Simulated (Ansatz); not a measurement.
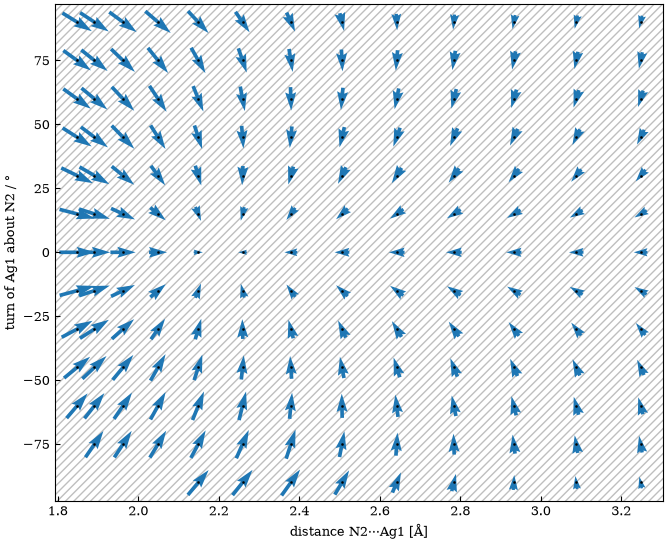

AgH₃N, charge +1. 
- The turn is about an axis along (−0.98, 0.19, −0.01) in the frame of the relaxed pair, normal to the line between the partners.
- The first coordinate is: distance N2···Ag1; the second: turn of Ag1 about N2.
- Grid: 13 × 13 points. At 5 points there is no value (left out of the scan, as a rule where atoms come close).
- Points are written as (first, second).
- Level of theory: RKS B3LYP-D4/def2-TZVPD (Ansatz 0.2.0).

Drawn: dots at the grid points, arrows along the force (downhill), their lengths compressed, hatched blanks where no value was computed.

**The arrows alone are given. Where is the energy lowest?**

The arrows converge at about (2.200 Å, 0°) (read from the interpolated surface).

The energy map of the same scan:

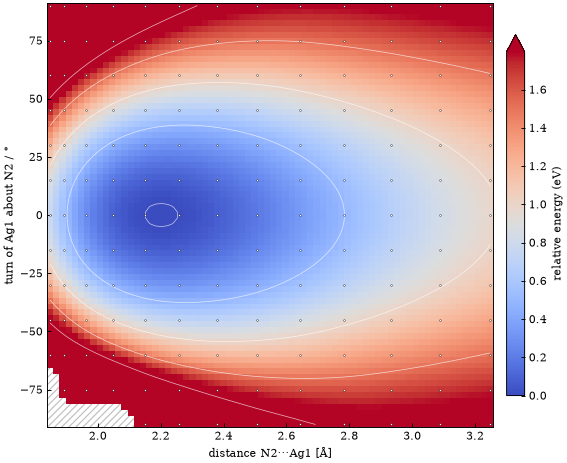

Energies are in eV, from the lowest grid point; between grid points the surface is interpolated.
